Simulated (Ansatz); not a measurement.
# CCSD(T)/def2-SVP run of C2H4AlFO (SMILES C=C[O][AlH][F])

Aim: the vertical ionisation energy of C2H4AlFO at CCSD(T)/def2-SVP, from 2 runs. 

The results are computed with Ansatz 0.2.0.

127 further runs of the same task are left out: 127 set aside as unsound or not needed.

**1. The molecule**

The species is C2H4AlFO (9 atoms), meant as a singlet with charge 0. SMILES: `C=C[O][AlH][F]`. The shape is that of a PBE0-D4/def2-TZVP optimisation. This is one conformer, not always the lowest.

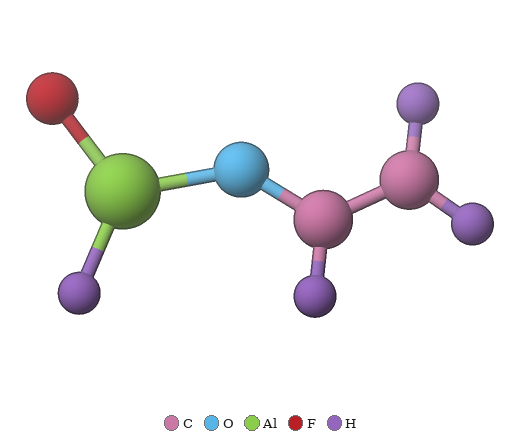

The structure, seen from a chosen angle (carbon pink, oxygen blue, aluminium green, fluorine red, hydrogen purple).

**2. The energy at CCSD(T)/def2-SVP**

File in.yaml:

```yaml
crystal:
  periodic: [false, false, false]
  atoms:
    - {symbol: C, position_ang: [-1.562000, -0.360100, 1.103900]}
    - {symbol: C, position_ang: [-0.728000, -0.312900, 0.075500]}
    - {symbol: O, position_ang: [0.490300, 0.256500, 0.139600]}
    - {symbol: Al, position_ang: [1.800800, 0.519300, -0.884800]}
    - {symbol: F, position_ang: [3.087600, 1.301600, -0.235000]}
    - {symbol: H, position_ang: [-1.297700, 0.065300, 2.064100]}
    - {symbol: H, position_ang: [-2.527700, -0.832200, 0.988500]}
    - {symbol: H, position_ang: [-0.999000, -0.743100, -0.888800]}
    - {symbol: H, position_ang: [1.824300, 0.059200, -2.380300]}
basis:
  gaussian:
    orbitals: def2-SVP
magnetization:
  spin_polarized: false
correlation:
  method: ccsd_t
  frozen_orbitals: {Al: 5, C: 1, F: 1, H: 0, O: 1}
accuracy: high
scf:
  omitted_lower_state_checks: [cluster_reference, increment]
```

Started as:

```sh
$ ansatz run in.yaml --threads 1 --pin off --max-ram 3480MiB --events-out events.jsonl --progress --plain --runs-dir runs
```

The program printed, shortened:

```text
Warning: RAYON_NUM_THREADS=1 ignored (pool sized by the plan → 1); use --threads N
Functional definition: HF
  name "HF"
[...]
2095 factors; integrals over basis functions are off by at most 5.5e-9 eV
[...]
mean field -13445.36282716 eV, -494.1079703037 hartree, gradient 1.5e-8 eV, S^2 0.000000; 0 other end points of the search recorded, 0 dependent functions left out
9 core orbitals not correlated: weight in the atoms' cores, before any rotation towards them, 1.000 or more for the frozen orbitals, at most 0.000 for the correlated occupied ones
reference -13445.36282716 eV, -494.1079703037 hartree; 14, 14 occupied and 71, 71 virtual orbitals, 2095 factors
second order -18.81717952 eV of doubles, -0.00000000 eV of singles
cycle   1  -19.12764303 eV  change   -3.1e-1 eV  update   1.1e-1
[...]
cycle  21  -19.74301078 eV  change  -7.9e-10 eV  update   1.7e-9
perturbative correction -0.50034592 eV, -0.0183873733 hartree
Total energy: -13465.60618385 eV, -494.8518999409 hartree
Checks for a lower state left out: cluster_reference, increment
```

Run time: 35 s. Hardware: 1 thread of Arm Neoverse V1, shared host; peak memory 0.6 GiB.

**3. The doublet cation**

File input.yaml:

```yaml
crystal:
  periodic: [false, false, false]
  atoms:
    - {symbol: C, position_ang: [-1.562000, -0.360100, 1.103900]}
    - {symbol: C, position_ang: [-0.728000, -0.312900, 0.075500]}
    - {symbol: O, position_ang: [0.490300, 0.256500, 0.139600]}
    - {symbol: Al, position_ang: [1.800800, 0.519300, -0.884800]}
    - {symbol: F, position_ang: [3.087600, 1.301600, -0.235000]}
    - {symbol: H, position_ang: [-1.297700, 0.065300, 2.064100]}
    - {symbol: H, position_ang: [-2.527700, -0.832200, 0.988500]}
    - {symbol: H, position_ang: [-0.999000, -0.743100, -0.888800]}
    - {symbol: H, position_ang: [1.824300, 0.059200, -2.380300]}
basis:
  gaussian:
    orbitals: def2-SVP
total_charge: 1
magnetization:
  spin_polarized: true
  initial_magnetization: 1
correlation:
  method: ccsd_t
  frozen_orbitals: {Al: 5, C: 1, F: 1, H: 0, O: 1}
accuracy: high
scf:
  omitted_lower_state_checks: [cluster_reference, increment]
```

Started as:

```sh
$ ansatz run input.yaml --threads 1 --pin off --max-ram 3480MiB --events-out events.jsonl --progress --plain --runs-dir runs
```

The program printed, shortened:

```text
Warning: RAYON_NUM_THREADS=1 ignored (pool sized by the plan → 1); use --threads N
Functional definition: HF
  name "HF"
[...]
2094 factors; integrals over basis functions are off by at most 5.5e-9 eV
[...]
mean field -13437.22398180 eV, -493.8088732538 hartree, gradient 2.2e-8 eV, S^2 0.763092; 1 other end points of the search recorded, 0 dependent functions left out
9 core orbitals not correlated: weight in the atoms' cores, before any rotation towards them, 1.000 or more for the frozen orbitals, at most 0.000 for the correlated occupied ones
reference -13437.22398180 eV, -493.8088732538 hartree; 14, 13 occupied and 71, 72 virtual orbitals, 2094 factors
second order -17.73267030 eV of doubles, -0.00000000 eV of singles
cycle   1  -18.12112013 eV  change   -3.9e-1 eV  update   1.2e-1
[...]
cycle  28  -18.76280882 eV  change   4.7e-10 eV  update   2.2e-9
perturbative correction -0.45590933 eV, -0.0167543587 hartree
Total energy: -13456.44269995 eV, -494.5151481188 hartree
Checks for a lower state left out: cluster_reference, increment
```

It took 2.3 min on 1 thread of Arm Neoverse V1, shared host; peak memory 1.2 GiB.

**4. Summary of results**

Level: CCSD(T)/def2-SVP, 9 core orbitals frozen.

| quantity | value |
| --- | --- |
| singlet C2H4AlFO: total energy | -494.85190 Eh |
| singlet C2H4AlFO: correlation energy (9 core orbitals frozen) | -743.9 mEh |
| singlet C2H4AlFO: (T) correction | -18.39 mEh |
| singlet C2H4AlFO: T1 diagnostic | 0.014 |
| doublet cation: total energy | -494.51515 Eh |
| doublet cation: correlation energy (9 core orbitals frozen) | -706.3 mEh |
| doublet cation: (T) correction | -16.75 mEh |
| doublet cation: ⟨S²⟩ of the reference determinant | 0.763 |
| doublet cation: T1 diagnostic | 0.021 |
| vertical ionisation energy (to the doublet cation) | 9.163 eV |

What this shows: The vertical ionisation energy comes to 9.16 eV (211 kcal/mol). The triples (singlet C2H4AlFO) make up 2.5 % of the correlation energy. The triples (doublet cation) make up 2.4 % of the correlation energy.
